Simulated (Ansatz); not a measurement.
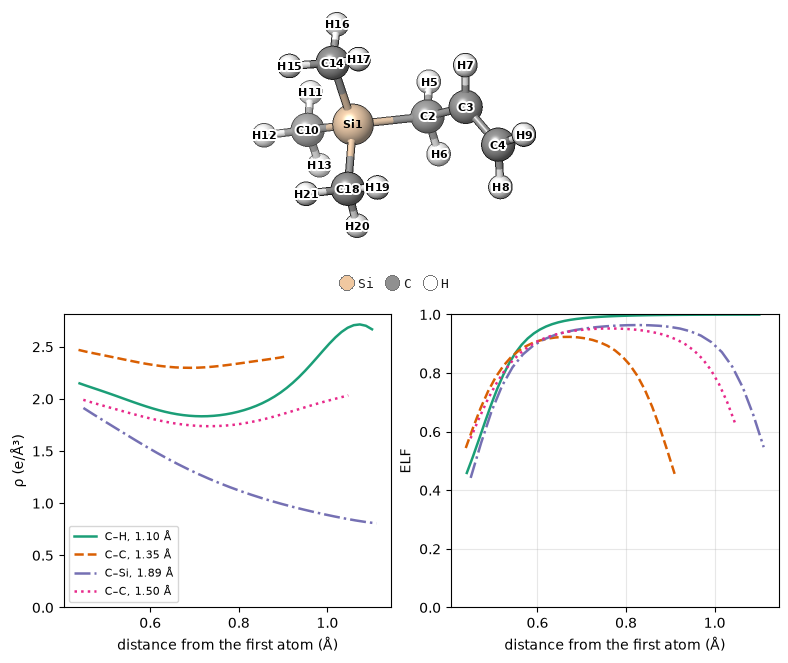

Figure. C₆H₁₄Si. Electron density and ELF along straight lines between neighbouring atoms. The curves leave out the atomic cores. The structure is drawn too.

Geometry: PBE-D4/def2-SVP.

All numbers below come from Ansatz, RKS PBE0-D4/def2-TZVP.

Input

```
crystal:
  periodic: [false, false, false]
  atoms:
    - {symbol: Si, position_ang: [0.410808, 0.154354, -0.587540]}
    - {symbol: C, position_ang: [0.458371, 0.105947, 1.330616]}
    - {symbol: C, position_ang: [-0.912383, 0.129926, 1.929406]}
    - {symbol: C, position_ang: [-1.591855, -0.933193, 2.403049]}
    - {symbol: H, position_ang: [1.060153, 0.977306, 1.671005]}
    - {symbol: H, position_ang: [1.010608, -0.812673, 1.625794]}
    - {symbol: H, position_ang: [-1.418537, 1.113601, 1.932725]}
    - {symbol: H, position_ang: [-1.142514, -1.940442, 2.426724]}
    - {symbol: H, position_ang: [-2.617506, -0.832917, 2.790191]}
    - {symbol: C, position_ang: [2.187455, 0.278080, -1.232967]}
    - {symbol: H, position_ang: [2.681703, 1.204790, -0.874641]}
    - {symbol: H, position_ang: [2.208638, 0.291803, -2.342527]}
    - {symbol: H, position_ang: [2.798302, -0.584511, -0.895046]}
    - {symbol: C, position_ang: [-0.588570, 1.660379, -1.152973]}
    - {symbol: H, position_ang: [-0.616308, 1.725234, -2.260459]}
    - {symbol: H, position_ang: [-0.148064, 2.604797, -0.771120]}
    - {symbol: H, position_ang: [-1.636184, 1.602679, -0.792707]}
    - {symbol: C, position_ang: [-0.406199, -1.435109, -1.205117]}
    - {symbol: H, position_ang: [-1.409038, -1.559248, -0.747460]}
    - {symbol: H, position_ang: [0.199979, -2.325793, -0.939200]}
    - {symbol: H, position_ang: [-0.528838, -1.425012, -2.307772]}
basis:
  gaussian: {orbitals: def2-TZVP, initial_orbitals: start.molden}
hamiltonian: {xc: pbe0, dispersion: d4}
scf: {omitted_lower_state_checks: [starts]}
output: {orbitals: {seedname: orbitals}}
```

Launched as:

```sh
ansatz run in.yaml --threads 2 --pin off --events-out ev --progress --plain --max-ram 22528MiB --backend cuda --devices 0, --max-vram 18GiB
```

> Compare the contacts.

C–H (1.10 Å): ρ is about 2 e/Å³ halfway; the ELF climbs to about 1 towards the hydrogen, as it does in any bond to H; a covalent bond by its length.
C–C (1.35 Å): ρ is about 2.3 e/Å³ halfway; the ELF peaks at about 0.90 between the atoms (a covalent bond).
C–Si (1.89 Å): ρ is about 0.94 e/Å³ halfway; the ELF peaks at about 0.95 between the atoms: a covalent bond.
C–C (1.50 Å): ρ at the midpoint is about 1.7 e/Å³; the ELF peaks at about 0.95 between the atoms, as expected for a covalent bond.
